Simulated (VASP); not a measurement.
Shape and ions are relaxed at each volume.

Energy against volume of Er (hcp). Method: RPBE GGA, VASP's PBE PAW potentials (set 64) (plane waves; VASP).

The 4f electrons are frozen in the core of the lanthanide potential, so 4f levels, which can set the real gap, and their magnetism are missing.

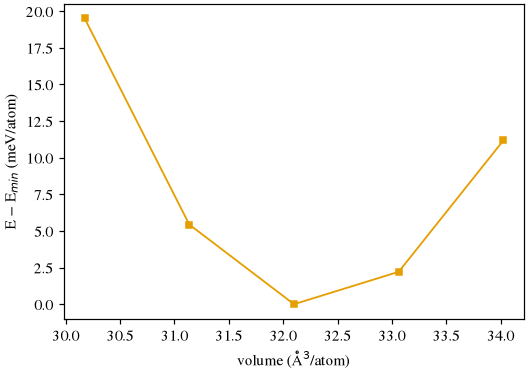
Figure: Energy against volume

Estimate the equilibrium volume and the bulk modulus.

The minimum lies near 32.3 Å³/atom, and the curvature gives B0 of about 42 GPa.

Measured: bulk modulus 44.4 GPa (computed value off by -6.4 %), as given by Wikipedia, Erbium (infobox). The calculation is for a static lattice, while the measured bulk modulus holds thermal and zero-point effects, which are part of the difference.

The compound is Er in the hcp structure. It was relaxed first, which changed the volume by +5 %.
